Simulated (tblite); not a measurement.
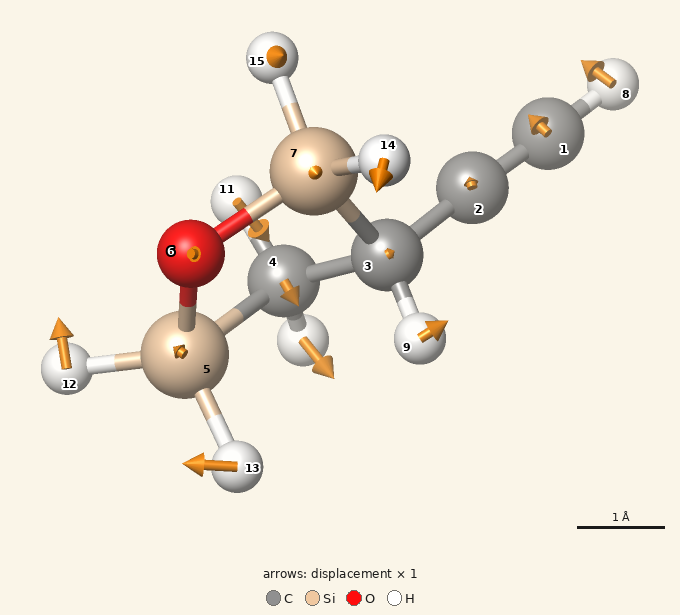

A relaxation of C4H8OSi2. The starting structure is drawn; orange arrows show the displacements, at their true length. The two geometries are superimposed by the best rigid fit.

Style: ball-and-stick. Shown from a free direction.

Method: GFN2-xTB geometry optimisation, gas phase in tblite 0.8.0. 

> What happened in the run?

The largest move after the best rigid fit is that of an H atom, 0.72 Å. Largest moves by element: H 0.72 Å, C 0.35 Å, Si 0.17 Å, O 0.17 Å. Some distances before and after: O–Si 1.728 → 1.636 Å, C–Si 1.867 → 1.926 Å, C–C 1.514 → 1.545 Å, H–Si 1.490 → 1.460 Å. Bond angles that change, for instance: Si–O–Si 106.1° → 120.6°, H–C–H 113.6° → 106.3°, C–C–Si 100.1° → 107.1°. Groups turn about C–Si by about 25°, C–C by about 25°, C–Si by about 20°. Over 81 geometry steps the energy falls by 0.696 eV.
